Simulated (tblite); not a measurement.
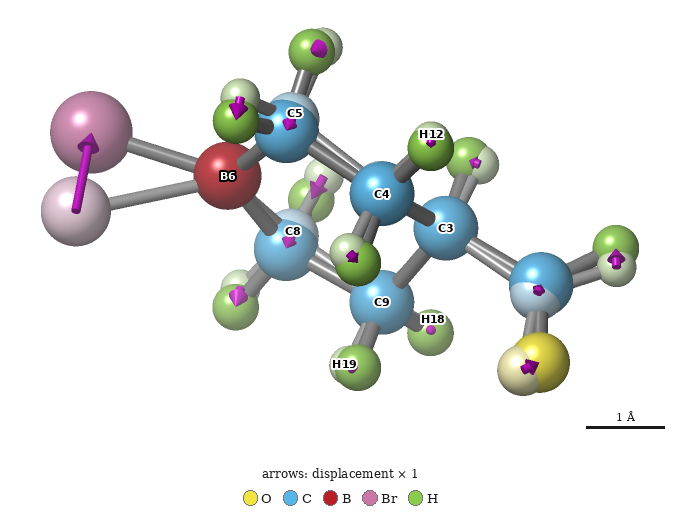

A relaxation of C₆H₁₀BBrO. The starting structure is drawn faded, the final one solid; purple arrows show the displacements, at their true length. The two geometries are superimposed by the best rigid fit.

A ball-and-stick model, seen from a free direction.

Level of theory: tblite, GFN2-xTB geometry optimisation, gas phase. 

Question: Which element moves most?

Answer: Bromine: up to 1.24 Å, against 0.35 Å for hydrogen.

Question: What did the optimiser do to the structure, and how much energy did it gain?

Answer: The largest move after the best rigid fit is that of the Br atom, 1.24 Å. Largest moves by element: Br 1.24 Å, H 0.35 Å, O 0.25 Å, C 0.20 Å, B 0.06 Å. Some distances before and after: B–Br 2.008 → 1.881 Å, C–H 1.121 → 1.094 Å, C–C 1.557 → 1.537 Å, C–H 1.096 → 1.109 Å. Bond angles that change, for instance: H–C–H 109.0° → 104.9°, B–C–C 110.1° → 114.1°, C–C–H 118.8° → 114.9°. Groups turn about B–C by about 35°, B–C by about 35°. Over 73 geometry steps the energy falls by 0.334 eV. Cost: 1.1 s on 1 thread of Arm Neoverse N1 (shared host).
